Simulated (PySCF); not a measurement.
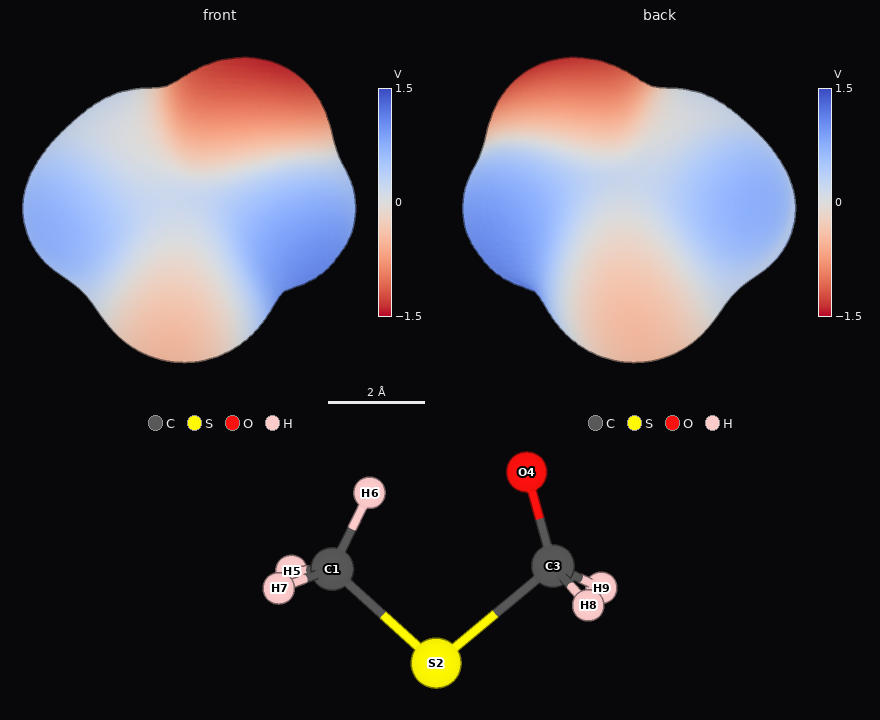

Figure. C2H5OS (SMILES CSC[O]) (doublet). The molecular electrostatic potential painted on the density surface at 0.001 e/bohr³, seen from the front and from behind; the colour scale runs from red (negative) to blue (positive). The bare structure is drawn below in the same view.

Geometry: GFN2-xTB.

Level of theory: UKS B3LYP, pcH-1 on C H O S, non-relativistic, mean-field spin-orbit, GIAO in PySCF.

```xyz
9

C     1.4015    0.1207   -0.0652
S     0.0665   -0.1147   -1.2341
C    -1.4157   -0.1186    0.0505
O    -1.0728    0.0299    1.2448
H     2.0819   -0.7230   -0.1308
H     0.9337    0.1754    0.9233
H     1.9235    1.0420   -0.3056
H    -2.0298    0.6809   -0.4147
H    -1.8753   -1.0866   -0.2389
```

> Describe the electrostatic potential map.

The most negative region (about −1.4 V) lies over O4, the most positive (about +1.1 V) over C3, H8 and H9. O4 is the likeliest acceptor of a hydrogen bond.
